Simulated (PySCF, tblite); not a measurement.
# C₇H₈FNSi: infrared bands, NMR shifts and electronic excitations in gas and solvents

Aim: compute the infrared bands, NMR shifts and electronic excitations of C₇H₈FNSi (`C#C[Si@H](C)n1cccc1F`), and see what a dielectric continuum does where one was used.

The runs use tblite 0.8.0 and PySCF 2.14.0, with density-fitted response routines of our own; the level of theory stands in each step. All values are computed, except where a source is named. Atoms are numbered from 0 throughout.

## 1. The molecule as given

18 atoms, charge 0, multiplicity 1; geometry from: force field or distance geometry start.

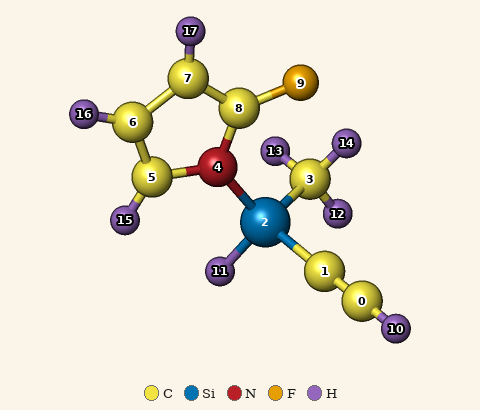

As it starts; carbon yellow, silicon blue, nitrogen red, fluorine amber, hydrogen purple, atoms numbered; sticks join atoms by distance.

## 2. Relaxing the molecule with GFN2-xTB

The job: settings as JSON, then the geometry in Å.

```
{"job": {"kind": "relax", "xc": "GFN2-xTB", "basis": "xTB"}, "charge": 0, "multiplicity": 1}
C     -2.540100     2.473100     0.048100
C     -2.009800     1.425200    -0.142300
Si    -1.142300    -0.236000    -0.411100
C     -1.776700    -1.517400     0.755000
N      0.597200    -0.070100    -0.309500
C      1.451800    -0.046400    -1.387500
C      2.737800     0.095400    -0.884600
C      2.642700     0.157800     0.538000
C      1.306400     0.047300     0.844700
F      0.794300     0.063500     2.090900
H     -3.032100     3.412000     0.209500
H     -1.498800    -0.687600    -1.790200
H     -2.858500    -1.672700     0.654100
H     -1.280200    -2.487300     0.584400
H     -1.595100    -1.230500     1.805700
H      1.106700    -0.123200    -2.396400
H      3.645700     0.148500    -1.466200
H      3.442200     0.254800     1.245600
```

On the command line:

```bash
> OMP_NUM_THREADS=1 python probes_run.py task.json out
```

The driver reads the jobs from task.json and runs them one after another.

Standard output:

```text
step      E/eV     max force
  0    -772.34016    2.188
  1    -772.36320    5.130
  2    -772.49285    1.037
  3    -772.51994    0.759
  4    -772.53709    0.346
  5    -772.54918    0.228
  6    -772.55328    0.197
  7    -772.55976    0.203
  8    -772.56489    0.216
  9    -772.56923    0.159
 10    -772.57136    0.131
 11    -772.57275    0.091
 12    -772.57406    0.101
 13    -772.57548    0.106
 14    -772.57651    0.092
 15    -772.57703    0.059
 16    -772.57738    0.051
 17    -772.57772    0.064
 18    -772.57804    0.063
 19    -772.57832    0.042
 20    -772.57857    0.036
 21    -772.57880    0.040
 22    -772.57902    0.050
 23    -772.57920    0.039
 24    -772.57938    0.030
 25    -772.57956    0.038
 26    -772.57979    0.047
 27    -772.58005    0.052
 28    -772.58031    0.033
 29    -772.58052    0.030
 30    -772.58069    0.033
 31    -772.58087    0.036
 32    -772.58110    0.054
 33    -772.58137    0.057
 34    -772.58163    0.042
 35    -772.58184    0.042
 36    -772.58200    0.034
 37    -772.58214    0.038
 38    -772.58227    0.030
 39    -772.58238    0.024
 40    -772.58244    0.019
 41    -772.58249    0.020
 42    -772.58255    0.023
 43    -772.58261    0.030
 44    -772.58268    0.023
 45    -772.58272    0.012
 46    -772.58274    0.014
 47    -772.58278    0.023
 48    -772.58283    0.034
 49    -772.58292    0.035
 50    -772.58302    0.026
 51    -772.58312    0.026
 52    -772.58321    0.023
 53    -772.58331    0.032
 54    -772.58343    0.027
 55    -772.58357    0.030
 56    -772.58375    0.033
 57    -772.58396    0.045
 58    -772.58415    0.046
 59    -772.58427    0.028
 60    -772.58434    0.026
 61    -772.58440    0.020
 62    -772.58448    0.030
 63    -772.58457    0.027
 64    -772.58462    0.015
 65    -772.58464    0.009
```

It took 1.9 s on 1 thread of Intel Xeon at 2.50GHz, shared host; peak memory 0.18 GiB.

Relaxation path: (not every step is listed)

```csv
step,energy from step 0 (eV),largest force (eV/Å)
0,0.0000,2.1876
1,-0.0230,5.1300
2,-0.1527,1.0370
3,-0.1798,0.7594
4,-0.1969,0.3456
5,-0.2090,0.2283
6,-0.2131,0.1970
7,-0.2196,0.2028
8,-0.2247,0.2160
13,-0.2353,0.1060
18,-0.2379,0.0630
23,-0.2390,0.0394
28,-0.2402,0.0326
33,-0.2412,0.0567
38,-0.2421,0.0298
43,-0.2425,0.0304
48,-0.2427,0.0345
53,-0.2432,0.0323
58,-0.2440,0.0456
60,-0.2442,0.0255
61,-0.2442,0.0201
62,-0.2443,0.0301
63,-0.2444,0.0272
64,-0.2445,0.0146
65,-0.2445,0.0087
```

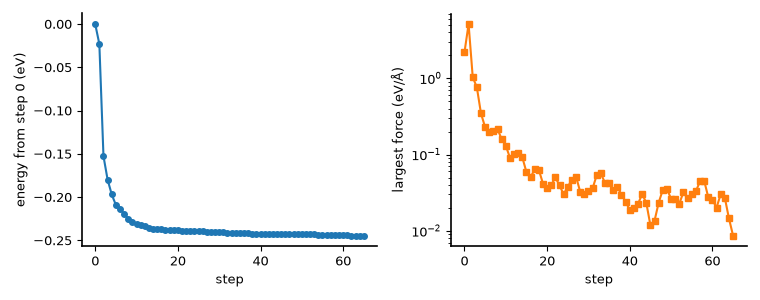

Energy and force, step by step.

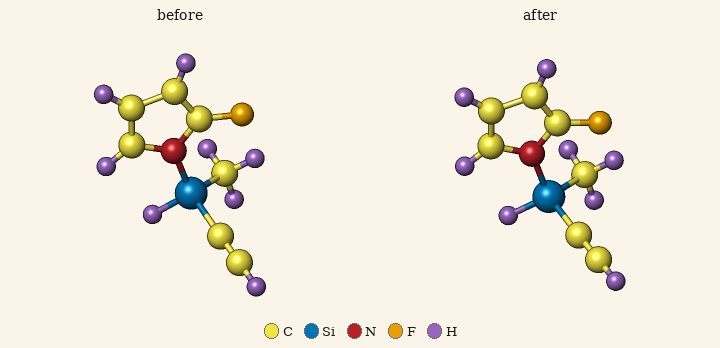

The geometry before (left) and after (right).

Close pairs (by a distance rule), those that changed most:

```csv
bond,before (Å),after (Å),change (Å)
Si2–C3,1.845,1.894,+0.049
C1–Si2,1.893,1.852,-0.041
Si2–H11,1.494,1.465,-0.029
C5–C6,1.388,1.360,-0.028
C0–H10,1.072,1.052,-0.020
C7–C8,1.375,1.358,-0.018
C3–H14,1.104,1.087,-0.018
Si2–N4,1.750,1.768,+0.017
```

The end geometry stands in the next job.

## 3. Infrared spectrum with GFN2-xTB

The job: settings as JSON, then the geometry in Å.

```
{"job": {"kind": "ir", "xc": "GFN2-xTB", "basis": "xTB"}, "charge": 0, "multiplicity": 1}
C     -2.394589     2.464418     0.111769
C     -1.932710     1.380786    -0.129777
Si    -1.204015    -0.286899    -0.474310
C     -1.803883    -1.566682     0.786234
N      0.550478    -0.112154    -0.349202
C      1.461467    -0.076438    -1.375631
C      2.709942     0.131086    -0.877303
C      2.591539     0.236106     0.532014
C      1.267134     0.083508     0.788922
F      0.626630     0.102181     1.968822
H     -2.798844     3.413212     0.321597
H     -1.416369    -0.669328    -1.872517
H     -2.874242    -1.722276     0.690920
H     -1.312660    -2.526375     0.645562
H     -1.606736    -1.239891     1.803572
H      1.134435    -0.205315    -2.387260
H      3.619843     0.202103    -1.439527
H      3.373822     0.398275     1.244459
```

Standard output:

```text
mode    cm-1     km/mol
  1      19.9      0.64
  2      59.2      0.04
  3     107.2      0.07
  4     112.9      0.25
  5     137.4      0.44
  6     165.9      2.58
  7     195.5      4.28
  8     273.5     11.29
  9     289.3     26.96
 10     306.7      7.07
 11     379.5     23.04
 12     495.2     29.21
 13     572.1      2.29
 14     589.2      1.75
 15     602.8    111.44
 16     642.4     32.96
 17     649.8     41.64
 18     679.8     15.93
 19     684.5     37.85
 20     693.0    106.75
 21     761.9      9.72
 22     779.7    122.61
 23     801.6     10.37
 24     827.7      2.22
 25     836.3    156.38
 26     838.4    140.69
 27     865.8     23.83
 28    1016.8     35.18
 29    1064.6     26.24
 30    1144.0     14.39
 31    1165.4     72.99
 32    1265.6    155.72
 33    1350.5     26.60
 34    1372.4     18.73
 35    1420.3    170.68
 36    1470.1      1.64
 37    1476.6      1.98
 38    1511.5    132.13
 39    1602.4     80.71
 40    2207.3     50.92
 41    2246.3    287.19
 42    3029.2     19.51
 43    3042.0     12.30
 44    3048.1     23.83
 45    3162.2     11.74
 46    3175.6     38.91
 47    3187.3     16.19
 48    3355.2      0.13
```

It took 2.6 s on 1 thread of Intel Xeon at 2.50GHz, shared host; peak memory 0.18 GiB.

The strongest bands and the atoms that carry them (share of the mass-weighted mode):

```csv
cm⁻¹,km/mol,atoms
603,111.4,H11 73 %
780,122.6,"Si2 40 %, C3 38 %"
836,156.4,"H14 32 %, H13 31 %, C3 16 %"
838,140.7,"H12 36 %, H13 15 %, C3 14 %, H14 12 %"
1266,155.7,"N4 34 %, C7 22 %, C6 17 %, C5 13 %"
1420,170.7,"C8 33 %, N4 22 %, C7 15 %, C6 14 %"
1512,132.1,"C5 44 %, C6 30 %, C8 14 %"
2246,287.2,H11 97 %
```

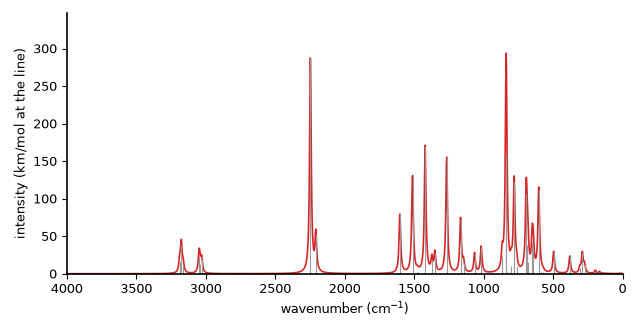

The infrared spectrum from these modes, unscaled. Lines are broadened to a width of 14 cm⁻¹ (Lorentzian).

## 4. Relaxing the molecule at PBE0-D3(BJ)/def2-SVP

The job: settings as JSON, then the geometry in Å.

```
{"job": {"xc": "PBE0", "basis": "def2-SVP", "d3": "d3bj", "grid": 1, "shake": 0.01, "kind": "geom"}, "charge": 0, "multiplicity": 1}
C     -2.374180     2.438860     0.115950
C     -1.938390     1.376260    -0.131930
Si    -1.224210    -0.289220    -0.482960
C     -1.770650    -1.564420     0.782710
N      0.547670    -0.118830    -0.359750
C      1.457560    -0.071620    -1.378020
C      2.719520     0.129090    -0.877060
C      2.607000     0.241560     0.526960
C      1.265310     0.088910     0.808270
F      0.623930     0.099750     1.978850
H     -2.807710     3.410290     0.330420
H     -1.410570    -0.668410    -1.865820
H     -2.902520    -1.712060     0.681320
H     -1.329350    -2.523610     0.652570
H     -1.611180    -1.250660     1.803830
H      1.133910    -0.191260    -2.379790
H      3.621780     0.213220    -1.441580
H      3.364560     0.404120     1.250280
```

Standard output:

```text
step   0  E = -714.60183811  max force = 0.093402
step   1  E = -714.61179119  max force = 0.008645
step   2  E = -714.61248474  max force = 0.002483
step   3  E = -714.61273130  max force = 0.001938
step   4  E = -714.61272185  max force = 0.003559
step   5  E = -714.61280786  max force = 0.000926
step   6  E = -714.61283099  max force = 0.000763
step   7  E = -714.61285764  max force = 0.000605
step   8  E = -714.61287408  max force = 0.001121
step   9  E = -714.61286856  max force = 0.000870
step  10  E = -714.61288136  max force = 0.000291
optimisation converged
```

Run time: 8.1 min. Hardware: 1 thread of Intel Xeon at 2.50GHz, shared host; peak memory 0.92 GiB.

Relaxation path:

```csv
step,energy from step 0 (eV),largest force component (eV/Å)
0,0.0000,4.8029
1,-0.2708,0.4445
2,-0.2897,0.1277
3,-0.2964,0.0997
4,-0.2962,0.1830
5,-0.2985,0.0476
6,-0.2991,0.0392
7,-0.2999,0.0311
8,-0.3003,0.0576
9,-0.3002,0.0447
10,-0.3005,0.0150
```

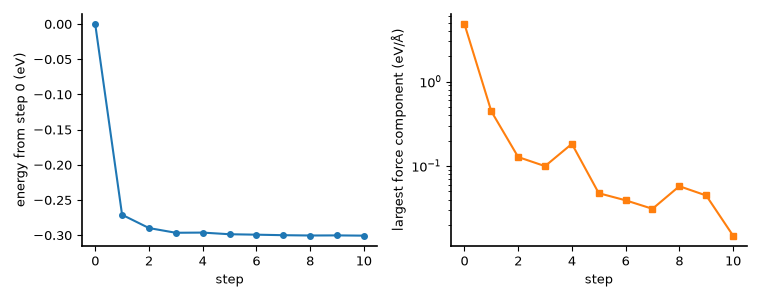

Energy and largest force along the relaxation.

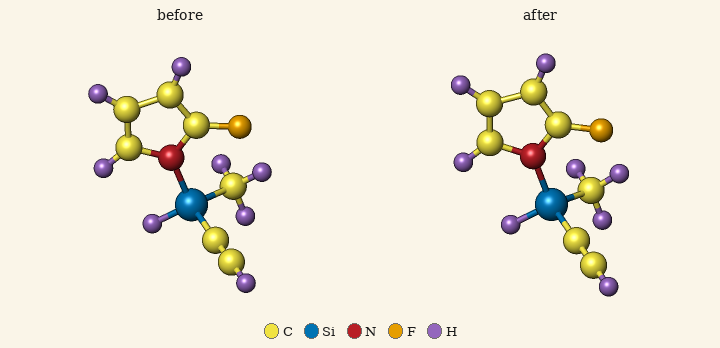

Before and after, at one scale.

Close pairs (by a distance rule), those that changed most:

```csv
bond,before (Å),after (Å),change (Å)
C3–H12,1.146,1.100,-0.045
C0–C1,1.175,1.217,+0.042
Si2–H11,1.446,1.487,+0.041
C3–H13,1.064,1.101,+0.037
C5–H15,1.060,1.087,+0.028
C7–H17,1.060,1.087,+0.027
N4–C5,1.366,1.390,+0.024
C6–H16,1.068,1.088,+0.021
```

The final coordinates are the input of the step that follows.

```csv
at the end point,value
point group (found at 0.08 Å tolerance),C1
"rotational constants (GHz, main isotopes)","1.803, 0.803, 0.787"
dipole moment (D),1.76
```

## 5. Nuclear shieldings: PBE0/pcSseg-1

The job: settings as JSON, then the geometry in Å.

```
{"job": {"kind": "nmr", "xc": "PBE0", "basis": "pcSseg-1"}, "charge": 0, "multiplicity": 1}
C     -2.484909     2.486154     0.114916
C     -1.951242     1.420193    -0.128294
Si    -1.183770    -0.202843    -0.491551
C     -1.850858    -1.513273     0.646591
N      0.583124    -0.073713    -0.307493
C      1.536454    -0.187528    -1.313149
C      2.782924    -0.032780    -0.762410
C      2.618289     0.189301     0.640874
C      1.268692     0.154324     0.852261
F      0.576870     0.305877     1.972424
H     -2.948969     3.432012     0.333074
H     -1.365475    -0.528071    -1.931364
H     -2.941444    -1.607134     0.533285
H     -1.386932    -2.485511     0.420806
H     -1.627760    -1.252530     1.691522
H      1.233708    -0.371996    -2.341136
H      3.727059    -0.072685    -1.302267
H      3.384248     0.353080     1.394423
```

Method: GIAO PBE0/pcSseg-1 NMR shielding, non-relativistic, gas phase.

Standard output:

```text
coarse grid: 16336 points
cycle   1  E = -714.7761328038  dE =  1.553e+00  |g| = 6.649e-01  |ddm| = 4.097e+00
cycle   2  E = -714.7164733512  dE =  5.966e-02  |g| = 8.432e-01  |ddm| = 1.247e+00
cycle   3  E = -714.8710568646  dE = -1.546e-01  |g| = 1.550e-01  |ddm| = 7.411e-01
cycle   4  E = -714.8765329515  dE = -5.476e-03  |g| = 4.583e-02  |ddm| = 1.609e-01
cycle   5  E = -714.8769388409  dE = -4.059e-04  |g| = 1.675e-02  |ddm| = 3.862e-02
cycle   6  E = -714.8769949276  dE = -5.609e-05  |g| = 5.736e-03  |ddm| = 1.560e-02
cycle   7  E = -714.8770010587  dE = -6.131e-06  |g| = 2.840e-03  |ddm| = 5.484e-03
final grid: 155960 points
cycle   8  E = -714.9415576753  dE = -3.203e-05  |g| = 9.939e-03  |ddm| = 3.599e-02
cycle   9  E = -714.9415036428  dE =  5.403e-05  |g| = 1.798e-02  |ddm| = 2.020e-02
cycle  10  E = -714.9415794564  dE = -7.581e-05  |g| = 3.400e-03  |ddm| = 1.332e-02
cycle  11  E = -714.9415823295  dE = -2.873e-06  |g| = 5.357e-04  |ddm| = 2.578e-03
cycle  12  E = -714.9415823816  dE = -5.211e-08  |g| = 2.083e-04  |ddm| = 4.781e-04
cycle  13  E = -714.9415823891  dE = -7.517e-09  |g| = 5.260e-05  |ddm| = 1.656e-04
cycle  14  E = -714.9415823897  dE = -5.650e-10  |g| = 2.412e-05  |ddm| = 6.654e-05
converged SCF energy = -714.9415823897

GIAO shielding tensors (ppm)
atom      isotropic    diamagn.    paramagn.     s11        s22        s33       span
  0 C       78.679     262.769    -184.090     -4.336      0.126    240.246    244.582
  1 C       98.435     258.954    -160.519      0.196      4.045    291.063    290.867
  2 Si     384.208     881.799    -497.591    341.666    389.342    421.616     79.951
  3 C      185.260     255.239     -69.979    175.375    189.940    190.465     15.090
  4 N       95.618     334.580    -238.962     42.086     66.256    178.513    136.427
  5 C       66.425     248.861    -182.435    -15.694     84.929    130.040    145.734
  6 C       69.077     258.316    -189.239    -13.769     60.836    160.164    173.934
  7 C       91.127     258.552    -167.425     39.014     73.872    160.495    121.482
  8 C       25.827     248.823    -222.996    -37.817     53.237     62.062     99.879
  9 F      315.706     476.086    -160.380    239.405    321.308    386.406    147.002
 10 H       28.783      32.457      -3.674     23.793     24.052     38.503     14.710
 11 H       26.313      29.196      -2.882     22.633     25.012     31.295      8.662
 12 H       30.922      27.487       3.435     26.656     27.645     38.465     11.809
 13 H       30.865      30.089       0.776     26.566     28.435     37.594     11.027
 14 H       30.111      31.070      -0.959     25.134     29.414     35.786     10.652
 15 H       25.190      30.257      -5.067     21.284     26.557     27.728      6.444
 16 H       25.071      30.320      -5.249     22.635     24.865     27.714      5.078
 17 H       25.527      30.903      -5.376     22.291     25.468     28.821      6.530
```

Run time: 2.4 min. Hardware: 1 thread of Intel Xeon at 2.50GHz, shared host; peak memory 1 GiB.

Shifts follow as δ = σ(reference) − σ, with reference shieldings (ppm) from runs at the same level and on the same kind of geometry: 1H TMS 31.27, 13C TMS 184.4, 29Si TMS 352.0, 19F CFCl3 177.2, 15N NH3 265.7. The references are single molecules in the gas phase, so shifts against H2O, NH3, PH3, H3PO4 or CFCl3 are not on the usual liquid scales and can be off by tens of ppm. Atoms listed in one row are averaged.

```csv
atoms,environment,σ (ppm),δ (ppm),δ scaled to CDCl3
C8,aromatic carbon bearing fluorine,25.8,158.6,153.5
C5,aromatic CH next to a ring nitrogen,66.4,118.0,114.1
C6,aromatic CH,69.1,115.3,111.5
C0,terminal alkyne carbon,78.7,105.7,102.2
C7,aromatic CH,91.1,93.3,90.1
C1,alkyne carbon,98.4,86.0,83.0
C3,methyl carbon bonded to Si,185.3,-0.9,-1.3
H16,hydrogen on an aromatic CH,25.07,6.20,6.09
H15,hydrogen on an aromatic CH next to a ring nitrogen,25.19,6.08,5.98
H17,hydrogen on an aromatic CH,25.53,5.74,5.66
H11,"hydrogen on a silicon bonded to 2 C, N",26.31,4.95,–
H10,hydrogen on a terminal alkyne carbon,28.78,2.48,2.57
"H12, H13, H14",hydrogen on a methyl carbon bonded to Si,30.63,0.63,0.82
Si2,"silicon bonded to 2 C, N, H",384.2,-32.2,–
N4,pyrrole-type ring nitrogen,95.6,170.1,–
F9,aryl fluorine,315.7,-138.5,–
```

The scaled column applies a straight-line fit of computed shieldings to shifts measured in CDCl3, and one for carbons that bear F (root-mean-square error 0.21 ppm for H, 2.0 ppm for C).

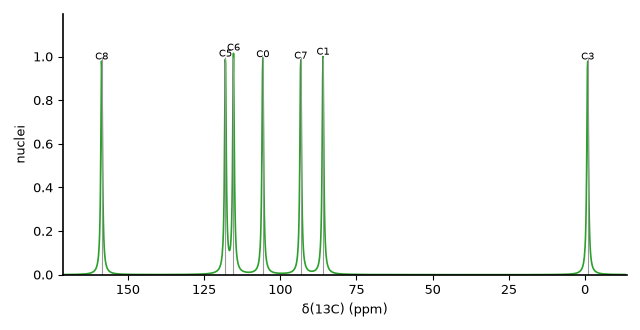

13C lines at the computed shifts, without couplings. Lines are broadened to a width of 0.64 ppm (Lorentzian).

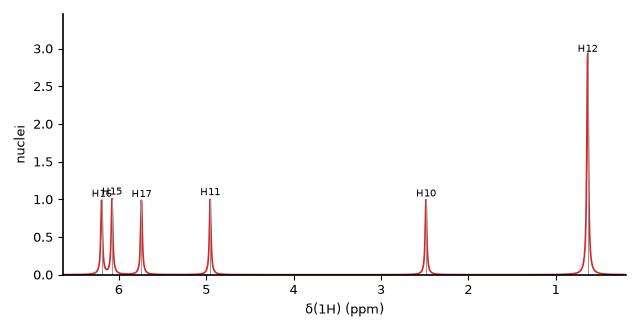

1H lines at the computed shifts, without couplings. Lines are broadened to a width of 0.02 ppm (Lorentzian).

The run also stored atomic charges by several schemes (e):

```csv
atoms,Mulliken,IAO,Hirshfeld,ESP fit
C0,-0.20,-0.16,-0.07,-0.24
C1,-0.18,-0.35,-0.16,-0.32
Si2,0.96,1.06,0.43,0.85
C3,-0.64,-0.73,-0.21,-0.74
N4,-0.75,-0.37,-0.12,-0.06
C5,0.13,-0.12,-0.04,-0.45
C6,-0.18,-0.21,-0.09,-0.07
C7,-0.18,-0.27,-0.12,-0.47
C8,0.53,0.34,0.10,0.33
F9,-0.27,-0.25,-0.06,-0.17
```

Hirshfeld charges:

C0 -0.07; C1 -0.16; Si2 0.43; C3 -0.21; N4 -0.12; C5 -0.04; C6 -0.09; C7 -0.12; C8 0.10; F9 -0.06; H10 0.10; H11 -0.07; H12 0.05; H13 0.05; H14 0.05; H15 0.05; H16 0.05; H17 0.05

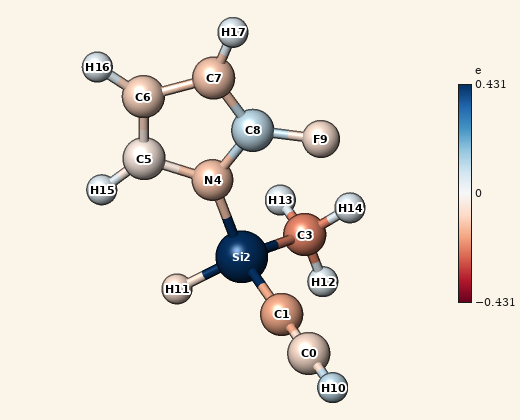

Hirshfeld charges, as colours on the atoms.

Mayer bond orders: C0–C1 2.55, C1–Si2 0.92, Si2–C3 1.00, Si2–N4 0.76, N4–C5 1.08, C5–C6 1.59, C6–C7 1.27, C7–C8 1.56, C8–F9 0.95, C8–N4 1.13.

Ring of atoms N4, C5, C6, C7, C8: NICS(0) -14.2, NICS(1) -10.0, NICS(1)zz -25.3 ppm (means of both faces).

The fields below are evaluated on a grid from the run's orbitals.

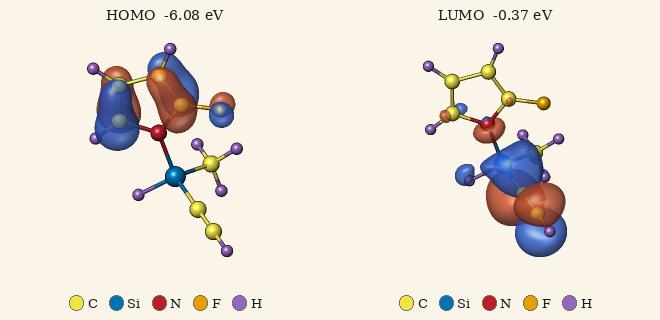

Frontier orbitals at PBE0/pcSseg-1; each surface holds 70 % of the orbital's density, blue and red mark the sign.

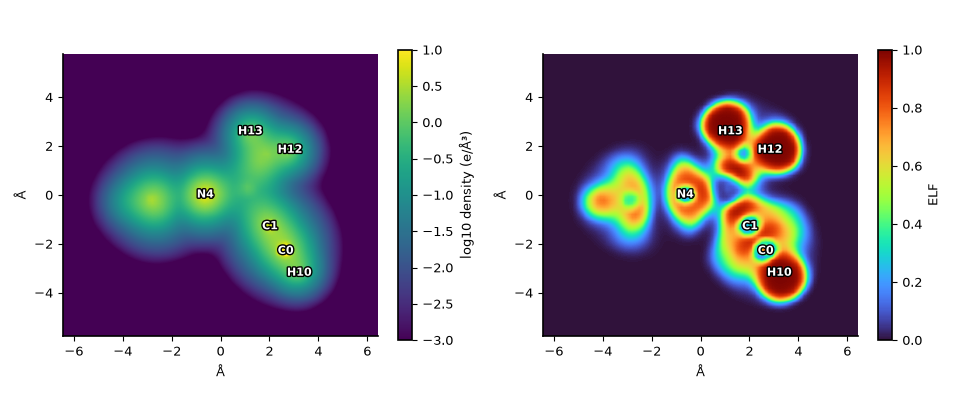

Density (left) and ELF (right) in a plane through or near 6 of the atoms.

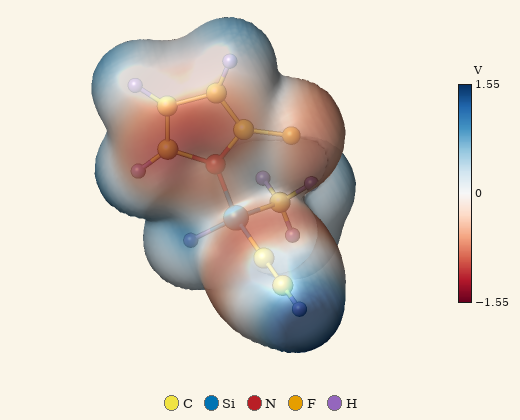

Electrostatic potential on the surface of density 0.002 e/bohr³; red is low, blue high. It runs from -0.95 V near C6 to 1.55 V near H10.

(Part 1 of 2 ends here.)
